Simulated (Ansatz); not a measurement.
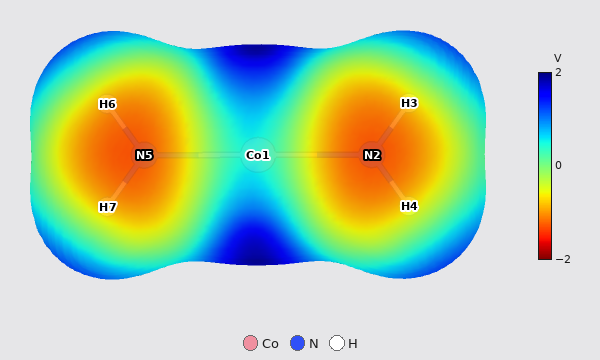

Figure 1: CoH4N2 (Co(NH2)2) (quartet). The electrostatic potential painted on the density surface at 0.002 e/bohr³, seen across its widest extent; red is negative and blue positive.

Geometry: PBE0-D4/def2-TZVP.

Method: UKS PBE0-D4/def2-TZVP in Ansatz 0.2.0.

```xyz
7

Co    0.0032   -0.0035    0.0000
N     0.0070   -0.0167    1.8164
H     0.6231    0.5201    2.4088
H    -0.6166   -0.5524    2.4023
N    -0.0018    0.0121   -1.8165
H     0.6134    0.5552   -2.4040
H    -0.6283   -0.5148   -2.4070
```

Question: Describe the electrostatic potential map.

Answer: The most negative region (about −1.3 V, or −30 kcal/mol for a unit charge) lies over N2 and N5, the most positive (about +1.9 V, or +44 kcal/mol for a unit charge) over Co1.
